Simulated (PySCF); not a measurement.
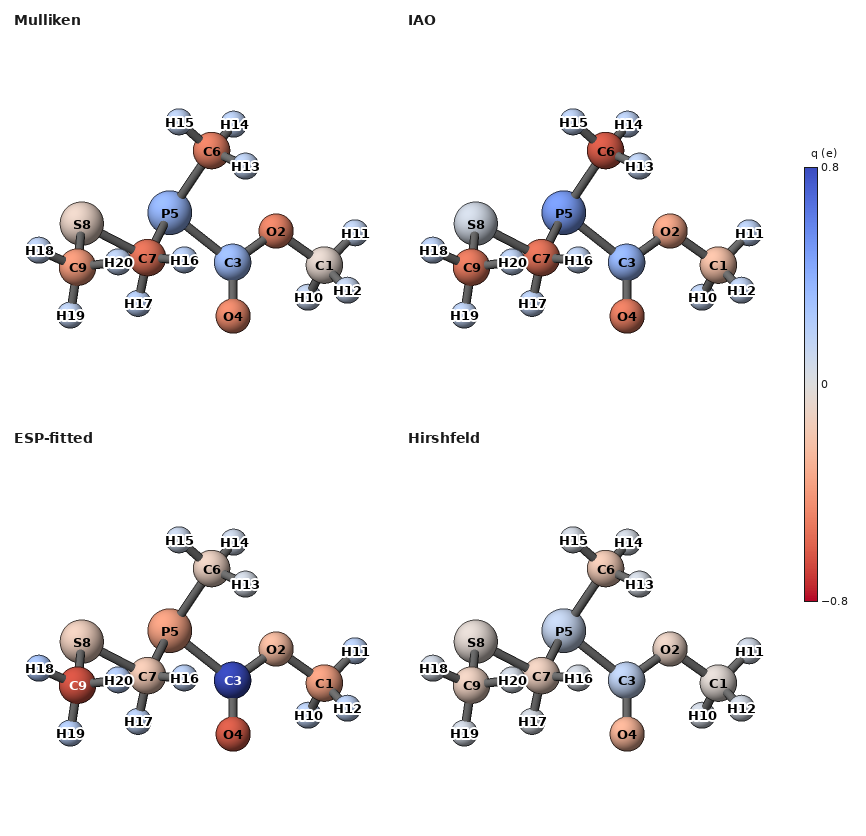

Atomic charges of one calculation by 4 schemes, on one colour scale. The computed structure is the end point of a PBE0-D3(BJ)/def2-SVP optimisation. No frequency run is at hand to confirm it as a minimum. Level of theory: PBE0/pcSseg-1 in acetone (IEF-PCM) (PySCF 2.14.0).

Question: On which atom do the schemes disagree most?

Answer: On P5 (from −0.36 to 0.48 e).

List the charges (e), one line for each set of equivalent atoms.

```csv
atom,Mulliken,IAO,ESP-fitted,Hirshfeld
C1,−0.06,−0.22,−0.36,−0.03
O2,−0.46,−0.34,−0.24,−0.10
C3,0.32,0.35,0.80,0.16
O4,−0.44,−0.49,−0.60,−0.28
P5,0.35,0.48,−0.36,0.13
C6,−0.48,−0.60,−0.11,−0.16
C7,−0.53,−0.53,−0.17,−0.12
S8,−0.09,0.06,−0.13,−0.04
C9,−0.39,−0.50,−0.63,−0.12
H10,0.13,0.16,0.17,0.05
H11,0.15,0.17,0.18,0.06
H12,0.13,0.16,0.17,0.05
H13,0.16,0.15,0.06,0.05
H14,0.17,0.17,0.08,0.05
H15,0.17,0.17,0.10,0.05
H16,0.19,0.15,0.18,0.05
H17,0.20,0.17,0.18,0.04
H18,0.17,0.17,0.26,0.06
H19,0.16,0.16,0.20,0.05
H20,0.16,0.16,0.21,0.05
```
